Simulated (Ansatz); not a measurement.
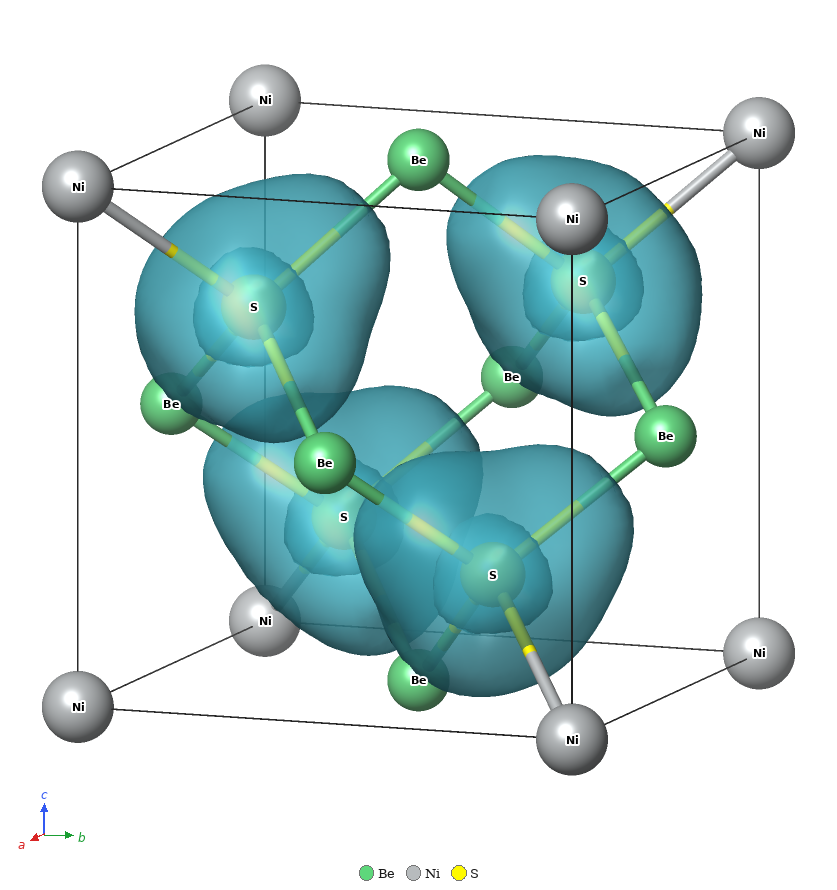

Be3NiS4. Isosurface of the ELF at 0.7 (cyan), seen slightly off an axis. Core shells and regions of very low density are left out. Sticks mark near contacts.

Space group P-43m; a structure from a database of computed crystals, not necessarily the ambient phase; a generated structure, not necessarily the stable one; computed without spin polarisation.

Theory: DFT PBE, scalar-relativistic, plane waves, PAW in Ansatz 0.2.0.

Q: Describe the localisation domains.

A: The ELF exceeds this value in four regions wrapped around S (the valence shell of each), counted in one cell of 8 atoms. Any copies at cell faces, edges or corners count once. Along the contacts the grid gives the following. Be–S (2.11 Å): the ELF peaks at about 0.95 between the atoms. Ni–S (2.21 Å): the ELF peaks at about 0.90 in the valence shell of S, 0.8 Å from its nucleus, and is about 0.50 at the midpoint.
